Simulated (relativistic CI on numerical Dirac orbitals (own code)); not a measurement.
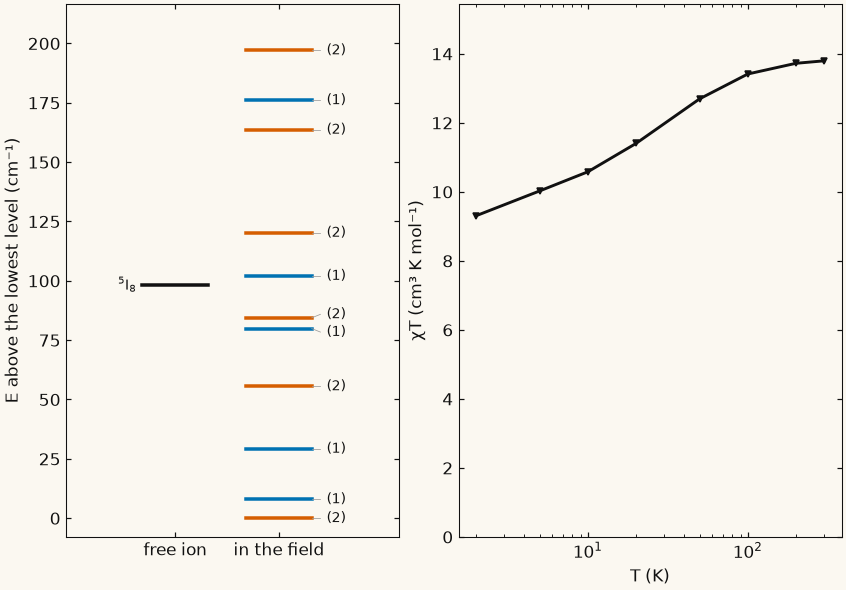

Dy²⁺ (4f¹⁰) in a field of D3h symmetry with B20 = −60, B40 = −470, B60 = −500, B66 = 200 cm⁻¹ (Wybourne parameters). Labels give the double-group representation and, in brackets, the degeneracy; the lowest 11 of 666 levels are drawn. Level of the calculation: relativistic CI on Dirac orbitals, KLI exchange-only orbitals, Breit term, model QED, valence Slater integrals scaled by 0.7 (in-house radial CI code). One open-shell configuration in a parametric field without covalency; powder susceptibility by Van Vleck's formula.

Describe the ground state and the magnetism.

The free ion's lowest level is ⁵I₈. The ground level is a doublet, with total spin S = 1.93 and J = 8.00 (from expectation values). The next level lies at 7.9 cm⁻¹. The field lowers the ground state by 98 cm⁻¹ against the free ion. χT is 9.31 cm³ K mol⁻¹ at 2 K, 12.7 at 50 K and 13.8 at 300 K, an effective moment of 10.51 μB at room temperature.

Known limits: the configuration is the one typed, which at low charge need not be the free ion's ground configuration.
